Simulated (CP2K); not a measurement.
# GFN0-xTB run of CHAlFNO (SMILES O=C=[N][AlH][F])

What is the energy difference between two shapes of CHAlFNO at GFN0-xTB? 

Program for the calculation: CP2K 2026.2.

5 further runs of the same task are left out: 3 that didn't finish, 2 set aside as unsound or not needed.

**1. The system as given**

CHAlFNO: 6 atoms, total charge 0, spin state singlet. SMILES: `O=C=[N][AlH][F]`. Geometry: a GFN2-xTB relaxation, a rough one for these elements and not checked as a minimum. This is one conformer, not always the lowest.

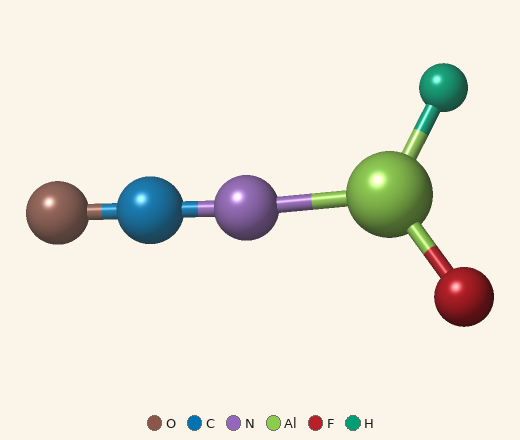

Viewed from a chosen angle; oxygen brown, carbon blue, nitrogen purple, aluminium green, fluorine red, hydrogen teal.

**2. Energy and gradient at GFN0-xTB**

job.inp

```
&GLOBAL
    PROJECT_NAME job
    RUN_TYPE ENERGY_FORCE
    PRINT_LEVEL MEDIUM
&END

&FORCE_EVAL
    METHOD QUICKSTEP
    &DFT
        &QS
            METHOD XTB
            EPS_DEFAULT 1.0E-10
            &XTB
                GFN_TYPE 0
                CHECK_ATOMIC_CHARGES F
            &END
        &END
        ! no periodic images
        &POISSON
            PERIODIC NONE
            POISSON_SOLVER ANALYTIC
        &END
        &SCF
            SCF_GUESS ATOMIC
            EPS_SCF 1.0E-07
            MAX_SCF 150
            ADDED_MOS 4
            &DIAGONALIZATION
                ALGORITHM STANDARD
            &END
            &MIXING
                METHOD DIRECT_P_MIXING
                ALPHA 0.4
            &END
            &SMEAR ON
                METHOD FERMI_DIRAC
                ELECTRONIC_TEMPERATURE [K] 300
            &END
        &END
        &PRINT
            &MOMENTS
                PERIODIC F
                REFERENCE COM
                MAX_MOMENT 1
            &END
            &MO ON
                ENERGIES T
                OCCUPATION_NUMBERS T
                NDIGITS 6
                &EACH
                    QS_SCF 0
                &END
                ADD_LAST NUMERIC
            &END
            &HIRSHFELD OFF
            &END
        &END
    &END
    ! atoms, cell and kinds
    &SUBSYS
        &CELL
            ABC 17.9 21 18.5
            PERIODIC NONE
        &END
        &COORD
            O      1.048750    -2.645830    -0.633450
            C      0.635210    -1.594870    -0.404690
            N      0.209840    -0.500780    -0.171330
            Al    -0.440780     1.093470     0.294620
            F     -0.564860     2.317190    -0.791080
            H     -0.888160     1.330820     1.705940
        &END
        &TOPOLOGY
            &CENTER_COORDINATES
            &END
        &END
    &END
    ! extra output
    &PRINT
        &FORCES ON
        &END
    &END
&END
```

Command:

```bash
$ OMP_NUM_THREADS=1 cp2k.psmp -i job.inp -o job.out
```

The program printed (excerpt; [...] marks lines left out):

```text
CP2K| version string:                                       CP2K version 2026.2
[...]
 GLOBAL| Method name                                                        CP2K
[...]
 GLOBAL| Run type                                                   ENERGY_FORCE
[...]
                             - Atoms:                                          6
[...]
                             - Spherical basis functions:                     27
[...]
 Number of electrons:                                                         26
[...]
  Fermi energy:                                                -0.27898808570757
[...]
 TB_DIPOLE| Moment [Debye]          0.04105125      -0.82956156       0.90555573
 TB_DIPOLE| Derivative [a.u.]       0.00000000       0.00000000       0.00000000
[...]
 ENERGY| Total FORCE_EVAL ( QS ) energy [hartree]            -14.198302771770924
 FORCES| Atomic forces [hartree/bohr]
 FORCES|   Atom     x               y               z               |f|
 FORCES|      1 -1.66566101E-02  4.16859608E-02  9.41946605E-03   4.58681625E-02
 FORCES|      2  3.24196849E-02 -8.07637413E-02 -1.94012795E-02   8.91640484E-02
 FORCES|      3 -1.91055649E-02  4.72578726E-02  1.24463902E-02   5.24713422E-02
 FORCES|      4  5.14914456E-03 -1.60681287E-02  6.42216827E-04   1.68852270E-02
 FORCES|      5 -4.83848330E-04  7.02886409E-03 -7.09880193E-03   1.00016013E-02
 FORCES|      6 -1.32280619E-03  8.59172493E-04  3.99200840E-03   4.29233324E-03
 FORCES| Sum     5.22585447E-17  2.50775962E-16 -6.41847686E-17
 FORCES| Total atomic force                                       2.64081850E-16
[...]
```

Run time: 0.4 s. Hardware: 1 thread of Arm Neoverse N1, shared host; peak memory 0.14 GiB.

**3. The distorted shape**

gas.inp

```
&GLOBAL
 PROJECT_NAME gas
 RUN_TYPE ENERGY_FORCE
 PRINT_LEVEL MEDIUM
&END GLOBAL
&FORCE_EVAL
 METHOD QS
 &DFT
  CHARGE 0
  MULTIPLICITY 1
  # Quickstep
  &QS
   METHOD XTB
   EPS_DEFAULT 1.0E-10
   &XTB
    GFN_TYPE 0
    CHECK_ATOMIC_CHARGES F
   &END XTB
  &END QS
  &POISSON
   PERIODIC NONE
   POISSON_SOLVER ANALYTIC
  &END POISSON
  &SCF
   SCF_GUESS ATOMIC
   EPS_SCF 1.0E-07
   MAX_SCF 150
   ADDED_MOS 4
   &DIAGONALIZATION
    ALGORITHM STANDARD
   &END DIAGONALIZATION
   &MIXING
    METHOD DIRECT_P_MIXING
    ALPHA 0.4
   &END MIXING
   &SMEAR ON
    METHOD FERMI_DIRAC
    ELECTRONIC_TEMPERATURE [K] 300
   &END SMEAR
  &END SCF
  &PRINT
   &MOMENTS
    PERIODIC F
    REFERENCE COM
    MAX_MOMENT 1
   &END MOMENTS
   &MO ON
    ENERGIES T
    OCCUPATION_NUMBERS T
    NDIGITS 6
    &EACH
     QS_SCF 0
    &END EACH
    ADD_LAST NUMERIC
   &END MO
   &HIRSHFELD OFF
   &END HIRSHFELD
  &END PRINT
 &END DFT
 # atoms, cell and kinds
 &SUBSYS
  # box in angstrom
  &CELL
   ABC [angstrom] 17.9 20.9 18.5
   PERIODIC NONE
  &END CELL
  &COORD
   O      1.017992    -2.624481    -0.612666
   C      0.646607    -1.587922    -0.365933
   N      0.105773    -0.493357    -0.140620
   Al    -0.364515     1.053726     0.322655
   F     -0.557405     2.297911    -0.734433
   H     -0.886941     1.311035     1.722863
  &END COORD
  &TOPOLOGY
   &CENTER_COORDINATES
   &END CENTER_COORDINATES
  &END TOPOLOGY
 &END SUBSYS
 &PRINT
  &FORCES ON
  &END FORCES
 &END PRINT
&END FORCE_EVAL
```

Command:

```bash
$ OMP_NUM_THREADS=1 cp2k.psmp -i gas.inp > gas.out 2>&1
```

The program printed (excerpt; [...] marks lines left out):

```text
CP2K| version string:                                       CP2K version 2026.2
[...]
 GLOBAL| Method name                                                        CP2K
[...]
 GLOBAL| Run type                                                   ENERGY_FORCE
[...]
                             - Atoms:                                          6
[...]
                             - Spherical basis functions:                     27
[...]
 Number of electrons:                                                         26
[...]
  Fermi energy:                                                -0.27514443620788
[...]
 TB_DIPOLE| Moment [Debye]          1.65795661      -2.93524119       0.40865739
 TB_DIPOLE| Derivative [a.u.]       0.00000000       0.00000000       0.00000000
[...]
 ENERGY| Total FORCE_EVAL ( QS ) energy [hartree]            -14.199319197943279
 FORCES| Atomic forces [hartree/bohr]
 FORCES|   Atom     x               y               z               |f|
 FORCES|      1 -3.72796454E-03  2.62795576E-02  7.90520732E-03   2.76948581E-02
 FORCES|      2 -2.76681254E-03 -2.76127829E-02 -1.14485080E-02   3.00198162E-02
 FORCES|      3  1.57628863E-02 -2.22435028E-02 -3.51899186E-03   2.74886396E-02
 FORCES|      4 -8.47500634E-03  1.51976367E-02  1.21615128E-02   2.12296088E-02
 FORCES|      5 -4.22987213E-04  7.40342713E-03 -7.11245404E-03   1.02750501E-02
 FORCES|      6 -3.70115695E-04  9.75664234E-04  2.01323383E-03   2.26760155E-03
 FORCES| Sum    -1.77538106E-16 -1.96240593E-16 -5.46437895E-17
 FORCES| Total atomic force                                       2.70214902E-16
[...]
```

It took 0.4 s on 1 thread of Arm Neoverse N1, shared host; peak memory 0.14 GiB.

**4. Summary of results**

At GFN0-xTB:

| quantity | value |
| --- | --- |
| first shape: total energy | -14.19830 Eh |
| first shape: dipole moment (from atomic charges alone) | 1.23 D |
| first shape: HOMO energy | -11.80 eV |
| first shape: LUMO energy | -6.70 eV |
| first shape: HOMO–LUMO gap | 5.11 eV |
| first shape: dispersion energy | -3.20 kJ/mol |
| first shape: largest force on an atom | 4.585 eV/Å |
| distorted shape: total energy | -14.19932 Eh |
| distorted shape: dipole moment (from atomic charges alone) | 3.40 D |
| distorted shape: HOMO energy | -11.84 eV |
| distorted shape: LUMO energy | -6.59 eV |
| distorted shape: HOMO–LUMO gap | 5.25 eV |
| distorted shape: dispersion energy | -3.22 kJ/mol |
| distorted shape: largest force on an atom | 1.544 eV/Å |
| energy change with the atoms displaced | -0.028 eV |

What this shows: With the atoms displaced the energy falls by 0.03 eV (2.7 kJ/mol). The first shape isn't relaxed at this level, so the change isn't measured from a minimum. The largest force (first shape) is 4.58 eV/Å: the shape isn't a stationary point for this species at this level. The dipole (first shape) comes from point charges on the atoms alone, without atomic dipoles, so it is partial. The dipole (distorted shape) comes from point charges on the atoms alone, without atomic dipoles, so it is partial.
